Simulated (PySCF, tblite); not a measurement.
**C₄H₆F₄Si: geometry, infrared bands and NMR shifts**

Wanted: the infrared bands and NMR shifts of C₄H₆F₄Si (`F/C=C\C[Si@@H](F)C(F)F`), by calculation.

Computed with tblite 0.8.0 and PySCF 2.14.0, with density-fitted response routines of our own, on a single molecule in the gas phase. Atoms count from 0, in the outputs and in this text.

## 1. The starting structure

15 atoms, charge 0, multiplicity 1; geometry from: force field or distance geometry start.

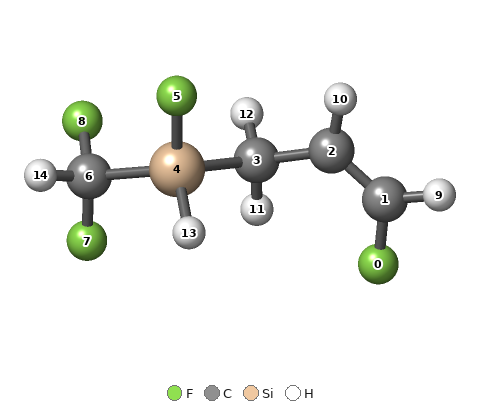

As it starts; fluorine green, carbon grey, silicon light orange, hydrogen white, atoms numbered; sticks join atoms by distance.

## 2. Optimising the geometry with GFN2-xTB

What the job is given:

```
{"job": {"kind": "relax", "xc": "GFN2-xTB", "basis": "xTB"}, "charge": 0, "multiplicity": 1}
F      2.186000    -0.882500     2.016400
C      2.561700    -0.830600     0.720800
C      1.699600    -0.743800    -0.268000
C      0.196100    -0.689300    -0.090800
Si    -0.622700     0.917900    -0.578400
F     -0.250200     1.189000    -2.131600
C     -2.446000     0.841900    -0.394800
F     -2.768900     0.704800     0.927700
F     -2.941100    -0.264800    -1.017600
H      3.638800    -0.882100     0.648200
H      2.064800    -0.714500    -1.293800
H     -0.067900    -0.903100     0.964800
H     -0.248400    -1.507800    -0.662500
H     -0.037400     2.045600     0.198900
H     -2.968800     1.727300    -0.777600
```

Launch:

```
$ OMP_NUM_THREADS=1 python probes_run.py task.json out
```

This one command runs all jobs of the session in turn.

Output:

```text
step      E/eV     max force
  0    -878.88343    3.057
  1    -879.00919    1.009
  2    -879.03966    0.650
  3    -879.05645    0.442
  4    -879.06723    0.252
  5    -879.07279    0.177
  6    -879.07555    0.147
  7    -879.07781    0.133
  8    -879.08004    0.136
  9    -879.08240    0.148
 10    -879.08425    0.141
 11    -879.08548    0.078
 12    -879.08622    0.078
 13    -879.08679    0.065
 14    -879.08729    0.068
 15    -879.08769    0.057
 16    -879.08806    0.056
 17    -879.08846    0.053
 18    -879.08892    0.061
 19    -879.08933    0.050
 20    -879.08963    0.041
 21    -879.08986    0.035
 22    -879.09012    0.042
 23    -879.09044    0.043
 24    -879.09073    0.045
 25    -879.09098    0.055
 26    -879.09123    0.055
 27    -879.09158    0.054
 28    -879.09199    0.054
 29    -879.09235    0.044
 30    -879.09260    0.045
 31    -879.09283    0.045
 32    -879.09315    0.048
 33    -879.09362    0.053
 34    -879.09420    0.064
 35    -879.09479    0.074
 36    -879.09549    0.077
 37    -879.09640    0.080
 38    -879.09746    0.085
 39    -879.09856    0.088
 40    -879.09976    0.077
 41    -879.10113    0.074
 42    -879.10273    0.085
 43    -879.10437    0.071
 44    -879.10554    0.056
 45    -879.10262    0.343
 46    -879.10640    0.052
 47    -879.10675    0.049
 48    -879.10726    0.166
 49    -879.10803    0.033
 50    -879.10834    0.033
 51    -879.10892    0.042
 52    -879.10910    0.047
 53    -879.10938    0.048
 54    -879.10961    0.039
 55    -879.10976    0.026
 56    -879.10983    0.021
 57    -879.10989    0.019
 58    -879.10993    0.020
 59    -879.11002    0.022
 60    -879.11012    0.023
 61    -879.11021    0.024
 62    -879.11028    0.020
 63    -879.11034    0.018
 64    -879.11039    0.015
 65    -879.11044    0.019
 66    -879.11049    0.018
 67    -879.11054    0.020
 68    -879.11059    0.017
 69    -879.11063    0.015
 70    -879.11068    0.014
 71    -879.11072    0.012
 72    -879.11075    0.012
 73    -879.11078    0.013
 74    -879.11082    0.016
 75    -879.11088    0.019
 76    -879.11097    0.022
 77    -879.11106    0.020
 78    -879.11112    0.013
 79    -879.11115    0.012
 80    -879.11117    0.010
```

Wall time 0.44 s (1 thread of Arm Neoverse V2, shared host); peak memory 0.18 GiB.

Relaxation path: (not every step is listed)

```
step  energy from step 0 (eV)  largest force (eV/Å)
   0                   0.0000                3.0574
   1                  -0.1258                1.0087
   2                  -0.1562                0.6502
   3                  -0.1730                0.4417
   4                  -0.1838                0.2518
   5                  -0.1894                0.1766
   6                  -0.1921                0.1475
   7                  -0.1944                0.1332
   8                  -0.1966                0.1360
  14                  -0.2039                0.0681
  20                  -0.2062                0.0411
  26                  -0.2078                0.0554
  32                  -0.2097                0.0481
  38                  -0.2140                0.0851
  44                  -0.2221                0.0556
  50                  -0.2249                0.0333
  56                  -0.2264                0.0210
  62                  -0.2269                0.0197
  68                  -0.2272                0.0175
  74                  -0.2274                0.0158
  75                  -0.2274                0.0191
  76                  -0.2275                0.0216
  77                  -0.2276                0.0201
  78                  -0.2277                0.0130
  79                  -0.2277                0.0117
  80                  -0.2277                0.0099
```

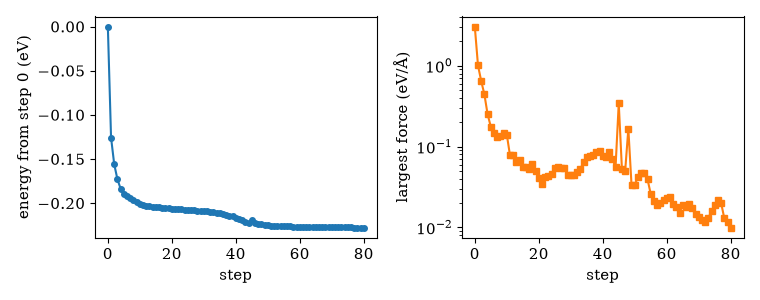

Energy and largest force along the relaxation.

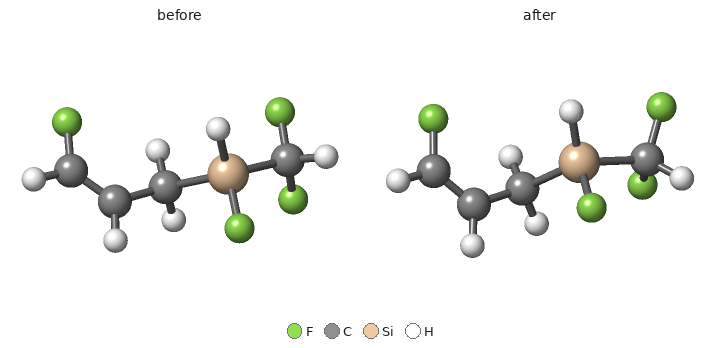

Before and after, at one scale.

Close pairs (by a distance rule), those that changed most:

```
   bond  before (Å)  after (Å)  change (Å)
 Si4–C6       1.834      1.939      +0.105
Si4–H13       1.489      1.449      -0.040
 C3–Si4       1.868      1.900      +0.031
  C2–C3       1.515      1.494      -0.021
 C3–H11       1.109      1.091      -0.018
 C2–H10       1.089      1.077      -0.012
  C6–F7       1.368      1.361      -0.007
  C1–C2       1.315      1.320      +0.005
```

The end geometry stands in the next job.

## 3. Infrared spectrum with GFN2-xTB

What the job is given:

```
{"job": {"kind": "ir", "xc": "GFN2-xTB", "basis": "xTB"}, "charge": 0, "multiplicity": 1}
F      2.203138    -0.522818     1.887629
C      2.558719    -0.712751     0.600918
C      1.655637    -0.878193    -0.347742
C      0.181164    -0.858006    -0.109877
Si    -0.507866     0.902760    -0.292700
F     -0.051757     1.475644    -1.735412
C     -2.440455     0.846592    -0.436954
F     -3.028445     1.316575     0.697121
F     -2.899760    -0.427815    -0.593103
H      3.629830    -0.716260     0.474955
H      1.998384    -1.007621    -1.360917
H     -0.030099    -1.226734     0.894892
H     -0.314618    -1.524416    -0.818957
H     -0.112020     1.906980     0.674029
H     -2.846264     1.434054    -1.272175
```

Output:

```text
mode    cm-1     km/mol
  1       7.6      1.36
  2      16.3      4.21
  3      28.2      1.31
  4      81.5      0.47
  5     137.5     12.81
  6     157.6     16.28
  7     215.8      1.35
  8     235.8     10.26
  9     283.8     10.63
 10     344.6     37.01
 11     456.3     11.86
 12     493.2      8.50
 13     596.2     87.24
 14     613.8     26.85
 15     639.3     46.86
 16     661.3     79.66
 17     730.8    102.42
 18     781.9     63.18
 19     802.3     36.30
 20     834.4    199.82
 21     859.4      9.40
 22     990.4     20.42
 23    1002.3    165.94
 24    1053.2     60.69
 25    1081.8     69.37
 26    1134.3     32.42
 27    1210.2     60.71
 28    1224.5     12.97
 29    1234.1     22.76
 30    1270.6      1.79
 31    1296.1     50.32
 32    1430.7      7.93
 33    1717.6     43.98
 34    2394.9    186.04
 35    2898.7     31.42
 36    2971.1      9.77
 37    2990.9      6.76
 38    3096.0      5.62
 39    3115.9     20.95
```

It took 0.43 s on 1 thread of Arm Neoverse V2, shared host; peak memory 0.18 GiB.

The strongest bands and the atoms that carry them (share of the mass-weighted mode):

```
cm⁻¹  km/mol                                 atoms
 596    87.2                              H13 59 %
 661    79.7  H13 34 %, Si4 17 %, C6 13 %, C3 11 %
 731   102.4            Si4 30 %, C3 18 %, H9 11 %
 782    63.2            H9 29 %, F5 26 %, Si4 13 %
 834   199.8  Si4 33 %, F5 22 %, C3 15 %, H11 11 %
1002   165.9             C6 57 %, F8 17 %, F7 15 %
1082    69.4   C6 52 %, F7 19 %, F8 16 %, H14 11 %
2395   186.0                              H13 97 %
```

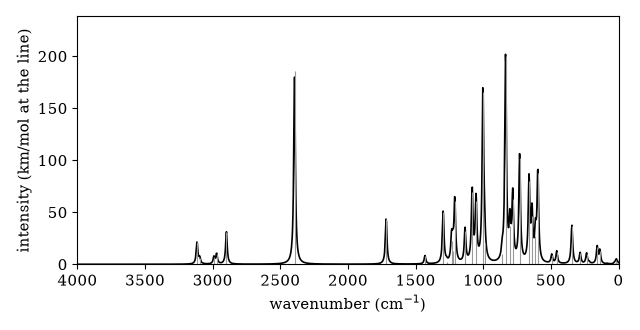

The infrared spectrum from these modes, unscaled. Lines are broadened to a width of 14 cm⁻¹ (Lorentzian).

## 4. Shielding tensors: PBE0/pcSseg-1

Same as in step 3 but for these lines:

```diff
@@ -1,2 +1,2 @@
-{"job": {"kind": "ir", "xc": "GFN2-xTB", "basis": "xTB"}, "charge": 0, "multiplicity": 1}
+{"job": {"kind": "nmr", "xc": "PBE0", "basis": "pcSseg-1"}, "charge": 0, "multiplicity": 1}
 F      2.203138    -0.522818     1.887629
```

Level: GIAO PBE0/pcSseg-1 NMR shielding, non-relativistic, gas phase.

Output:

```text
coarse grid: 14032 points
cycle   1  E = -843.9691688235  dE =  1.033e+00  |g| = 9.129e-01  |ddm| = 3.433e+00
cycle   2  E = -843.8173082391  dE =  1.519e-01  |g| = 1.364e+00  |ddm| = 1.393e+00
cycle   3  E = -844.1061124885  dE = -2.888e-01  |g| = 7.263e-02  |ddm| = 8.676e-01
cycle   4  E = -844.1068841973  dE = -7.717e-04  |g| = 3.859e-02  |ddm| = 8.888e-02
cycle   5  E = -844.1071349394  dE = -2.507e-04  |g| = 9.672e-03  |ddm| = 3.367e-02
cycle   6  E = -844.1071479276  dE = -1.299e-05  |g| = 3.596e-03  |ddm| = 8.753e-03
cycle   7  E = -844.1071506373  dE = -2.710e-06  |g| = 6.495e-04  |ddm| = 3.013e-03
final grid: 135408 points
cycle   8  E = -844.1841947044  dE = -4.599e-05  |g| = 8.202e-03  |ddm| = 2.163e-02
cycle   9  E = -844.1841845051  dE =  1.020e-05  |g| = 1.128e-02  |ddm| = 1.328e-02
cycle  10  E = -844.1842092917  dE = -2.479e-05  |g| = 1.367e-03  |ddm| = 7.789e-03
cycle  11  E = -844.1842096437  dE = -3.520e-07  |g| = 3.517e-04  |ddm| = 1.397e-03
cycle  12  E = -844.1842096673  dE = -2.367e-08  |g| = 1.470e-04  |ddm| = 3.445e-04
cycle  13  E = -844.1842096717  dE = -4.326e-09  |g| = 2.689e-05  |ddm| = 1.116e-04
cycle  14  E = -844.1842096718  dE = -1.428e-10  |g| = 7.493e-06  |ddm| = 2.426e-05
converged SCF energy = -844.1842096718

GIAO shielding tensors (ppm)
atom      isotropic    diamagn.    paramagn.     s11        s22        s33       span
  0 F      291.182     476.903    -185.721    191.593    259.719    422.233    230.639
  1 C       27.816     244.392    -216.576    -68.422     72.348     79.522    147.944
  2 C       77.389     258.505    -181.116    -29.683    102.867    158.983    188.666
  3 C      174.012     254.722     -80.710    157.570    179.587    184.879     27.310
  4 Si     337.800     878.164    -540.363    290.770    355.399    367.231     76.461
  5 F      382.935     469.786     -86.851    369.191    372.905    406.708     37.517
  6 C       60.435     246.859    -186.424     44.023     63.907     73.376     29.353
  7 F      328.592     472.070    -143.478    196.735    322.859    466.183    269.448
  8 F      330.701     474.541    -143.839    201.261    328.601    462.242    260.982
  9 H       24.772      27.200      -2.427     21.957     24.994     27.366      5.409
 10 H       26.554      30.889      -4.334     24.403     26.045     29.214      4.811
 11 H       29.368      31.990      -2.622     24.243     29.866     33.995      9.752
 12 H       29.618      31.721      -2.103     24.404     28.969     35.481     11.076
 13 H       26.683      29.396      -2.713     24.206     24.787     31.057      6.851
 14 H       25.306      27.028      -1.722     23.286     24.975     27.659      4.373
```

Run time: 35 s. Hardware: 1 thread of Arm Neoverse V2, shared host; peak memory 0.83 GiB.

The references, computed at this level on geometries of the same kind, shield at (ppm): ¹H TMS 31.72, ¹³C TMS 186.9, ²⁹Si TMS 349.2, ¹⁹F CFCl3 170.9. Their shielding less the atom's gives the shift. The references are single molecules in the gas phase, so shifts against H2O, NH3, PH3, H3PO4 or CFCl3 are not on the usual liquid scales and can be off by tens of ppm.

```
atoms                                  environment  σ (ppm)  δ (ppm)  δ scaled to CDCl3
   C1                                    alkene CH     27.8    159.1              153.4
   C6                  sp3 CH bonded to 2 F and Si     60.4    126.5              121.5
   C2                                    alkene CH     77.4    109.5              105.0
   C3                 allylic sp3 CH2 bonded to Si    174.0     12.9               10.7
   H9                     hydrogen on an alkene CH    24.77     6.94               6.65
  H14   hydrogen on an sp3 CH bonded to 2 F and Si    25.31     6.41               6.15
  H10                     hydrogen on an alkene CH    26.55     5.16               4.97
  H13       hydrogen on a silicon bonded to 2 C, F    26.68     5.03                  –
  H11  hydrogen on an allylic sp3 CH2 bonded to Si    29.37     2.35               2.32
  H12  hydrogen on an allylic sp3 CH2 bonded to Si    29.62     2.10               2.08
   F0                             vinylic fluorine    291.2   -120.2                  –
   F7                      fluorine of a CF2 group    328.6   -157.6                  –
   F8                      fluorine of a CF2 group    330.7   -159.8                  –
   F5                        fluorine bonded to Si    382.9   -212.0                  –
  Si4                  silicon bonded to 2 C, F, H    337.8     11.4                  –
```

The scaled column applies a straight-line fit of computed shieldings to shifts measured in CDCl3, and one for carbons that bear F (root-mean-square error 0.16 ppm for H, 1.9 ppm for C).

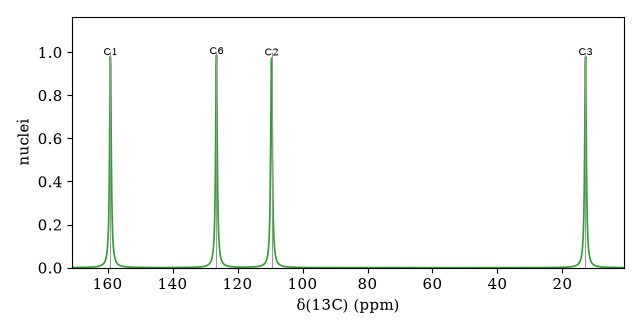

¹³C lines at the computed shifts, without couplings. Lines are broadened to a width of 0.58 ppm (Lorentzian).

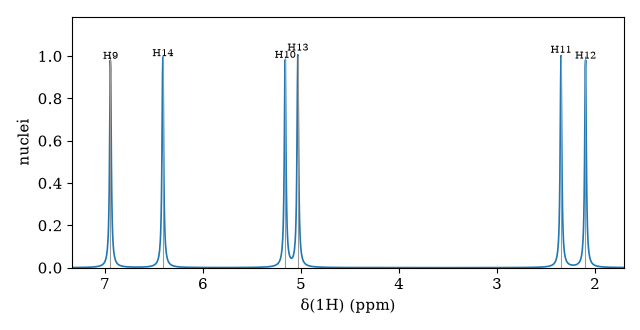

¹H lines at the computed shifts, without couplings. Lines are broadened to a width of 0.02 ppm (Lorentzian).

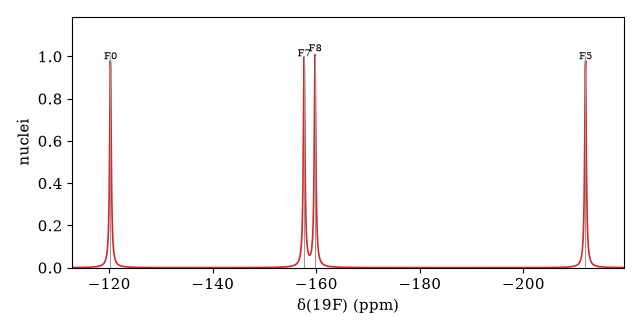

¹⁹F lines at the computed shifts, without couplings. Lines are broadened to a width of 0.37 ppm (Lorentzian).

Charges from the same density, by scheme (e):

```
atoms  Mulliken    IAO  Hirshfeld  ESP fit
   F0     -0.28  -0.28      -0.09    -0.14
   C1      0.26   0.12       0.03     0.03
   C2     -0.30  -0.20      -0.07    -0.36
   C3     -0.52  -0.57      -0.16    -0.07
  Si4      1.05   1.21       0.45     0.55
   F5     -0.43  -0.54      -0.21    -0.31
   C6      0.23   0.16       0.06     0.17
   F7     -0.31  -0.31      -0.12    -0.21
   F8     -0.31  -0.31      -0.11    -0.22
```

ESP fit charges:

F0 -0.14; C1 0.03; C2 -0.36; C3 -0.07; Si4 0.55; F5 -0.31; C6 0.17; F7 -0.21; F8 -0.22; H9 0.15; H10 0.19; H11 0.09; H12 0.08; H13 -0.07; H14 0.11

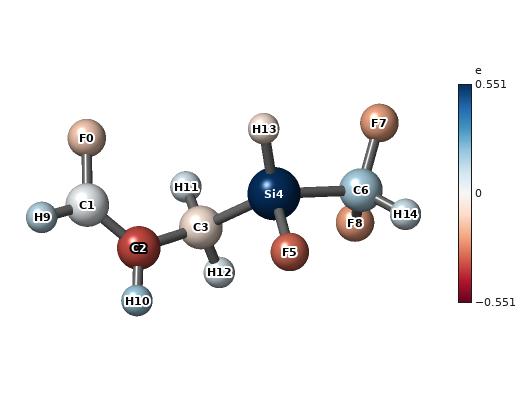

ESP fit charges, as colours on the atoms.

Mayer bond orders: F0–C1 0.95, C1–C2 1.86, C2–C3 1.03, C3–Si4 0.90, Si4–F5 0.93, Si4–C6 0.83, C6–F7 0.91, C6–F8 0.92.

The fields below are evaluated on a grid from the run's orbitals.

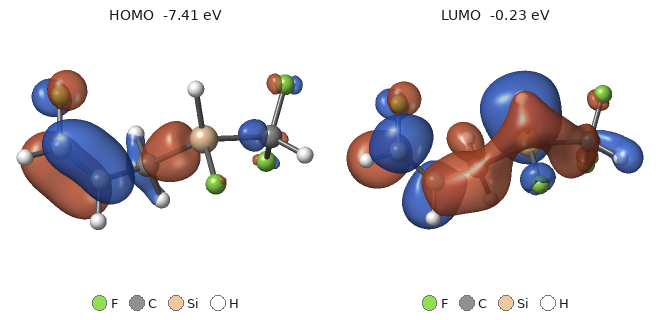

Frontier orbitals at PBE0/pcSseg-1; each surface holds 70 % of the orbital's density, blue and red mark the sign.

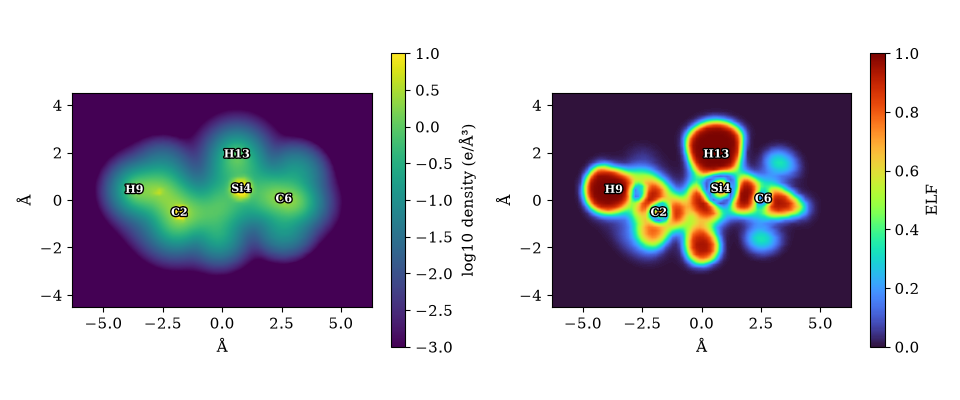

Density (left) and ELF (right) in a plane through or near 5 of the atoms.

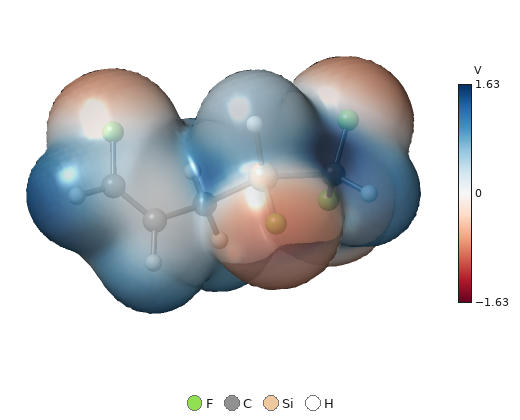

The potential that a unit positive charge feels on the 0.002 e/bohr³ surface, from -0.82 V near F7 to 1.63 V near H13.

## 5. What came out

| quantity | value |
| --- | --- |
| strongest single infrared mode (GFN2-xTB) | 834 cm⁻¹, 200 km/mol |
| zero-point energy (GFN2-xTB) | 58.7 kcal/mol |
| ¹³C shifts against TMS (PBE0/pcSseg-1) | 159.1, 126.5, 109.5, 12.9 ppm |
| ¹H shifts against TMS (PBE0/pcSseg-1) | 6.94, 6.41, 5.16, 5.03, 2.35, 2.10 ppm |
| ¹⁹F shifts against CFCl3 (PBE0/pcSseg-1) | -120.2, -157.6, -159.8, -212.0 ppm |
| ²⁹Si shifts against TMS (PBE0/pcSseg-1) | 11.4 ppm |
| surface potential, least and greatest | -0.82 V and 1.63 V |

What this shows: The optimisation took 80 steps and gained 0.228 eV; among the close pairs (by a distance rule), Si4–C6 changed most, from 1.834 to 1.939 Å. All 39 modes are real, so the xTB geometry is a minimum. The strongest single mode, at 834 cm⁻¹, is carried by Si4, F5, C3, H11. Unscaled tight-binding wavenumbers are off by several per cent, some by more. Its intensities can rank the bands wrongly.
